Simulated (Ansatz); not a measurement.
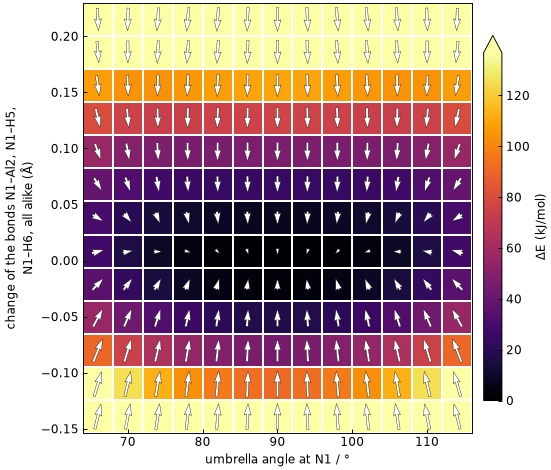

Energy landscape of AlClH2NO, SMILES [NH2][Al]([O-])[Cl], charge −1. First axis: umbrella angle at N1 (between each of its bonds and their common axis; 90 is planar). Second axis: change of the bonds N1–Al2, N1–H5, N1–H6, all alike. Nothing is relaxed (all other coordinates rigid). The scan uses a 13 × 13 grid; 91 points were computed and 78 follow by symmetry. Points are written as (first, second). All energies are given in kJ/mol relative to the lowest grid point. The calculation used RHF/def2-SVPD in Ansatz 0.2.0.

Drawn: one coloured cell a grid point, arrows along the force (downhill), their lengths compressed, one colour for all values above the top of the scale. 

Q: Summarise what can be read from the map.

A: The lowest grid point is at (90°, 0.008 Å). It is the only kind of minimum in the scanned range. The highest grid point, (66°, −0.139 Å), lies 214 kJ/mol above the lowest. Round the minimum the two coordinates are nearly uncoupled.

Grid values (kJ/mol):

| second ↓, first → | 66 | 70 | 74 | 78 | 82 | 86 | 90 | 94 | 98 | 102 | 106 | 110 | 114 |
| --- | --- | --- | --- | --- | --- | --- | --- | --- | --- | --- | --- | --- | --- |
| 0.215 | 174 | 173 | 176 | 179 | 183 | 186 | 187 | 186 | 183 | 179 | 176 | 173 | 174 |
| 0.186 | 139 | 138 | 139 | 141 | 144 | 146 | 147 | 146 | 144 | 141 | 139 | 138 | 139 |
| 0.156 | 107 | 104 | 104 | 105 | 107 | 108 | 109 | 108 | 107 | 105 | 104 | 104 | 107 |
| 0.127 | 80 | 75 | 74 | 74 | 75 | 76 | 76 | 76 | 75 | 74 | 74 | 75 | 80 |
| 0.097 | 56 | 50 | 47 | 46 | 46 | 47 | 47 | 47 | 46 | 46 | 47 | 50 | 56 |
| 0.068 | 39 | 32 | 28 | 25 | 25 | 24 | 24 | 24 | 25 | 25 | 28 | 32 | 39 |
| 0.038 | 29 | 20 | 14 | 11 | 9 | 8 | 8 | 8 | 9 | 11 | 14 | 20 | 29 |
| 0.008 | 27 | 17 | 9 | 5 | 2 | 1 | 0 | 1 | 2 | 5 | 9 | 17 | 27 |
| −0.021 | 36 | 23 | 15 | 9 | 5 | 3 | 2 | 3 | 5 | 9 | 15 | 23 | 36 |
| −0.051 | 57 | 42 | 32 | 25 | 21 | 18 | 17 | 18 | 21 | 25 | 32 | 42 | 57 |
| −0.080 | 91 | 75 | 63 | 55 | 50 | 46 | 45 | 46 | 50 | 55 | 63 | 75 | 91 |
| −0.110 | 143 | 126 | 112 | 103 | 97 | 93 | 92 | 93 | 97 | 103 | 112 | 126 | 143 |
| −0.139 | 214 | 194 | 180 | 169 | 162 | 157 | 156 | 157 | 162 | 169 | 180 | 194 | 214 |

The input of one point:

```yaml
crystal:
  periodic: [false, false, false]
  atoms:
    - { symbol: "N", position_ang: [-0.132176, 0.979384, -0.046465] }
    - { symbol: Al, position_ang: [0.278229, -0.759134, 0.261143] }
    - { symbol: O, position_ang: [1.222598, -1.449367, 1.383271] }
    - { symbol: Cl, position_ang: [-0.852833, -1.839326, -1.321519] }
    - { symbol: H, position_ang: [0.224492, 1.742364, 0.505389] }
    - { symbol: H, position_ang: [-0.737131, 1.311735, -0.778966] }
total_charge: -1
basis:
  gaussian: { orbitals: def2-SVPD }
hamiltonian:
  xc: hf
output:
  forces: true
```

Each point was launched as `ansatz run input.yaml --threads 1 --pin off --max-ram 2560MiB --backend cpu --events-out ev --progress --plain --runs-dir out`. Time for the 91 points that were run: 5.5 min on 1 thread of Arm Neoverse V2, with other jobs on the host.
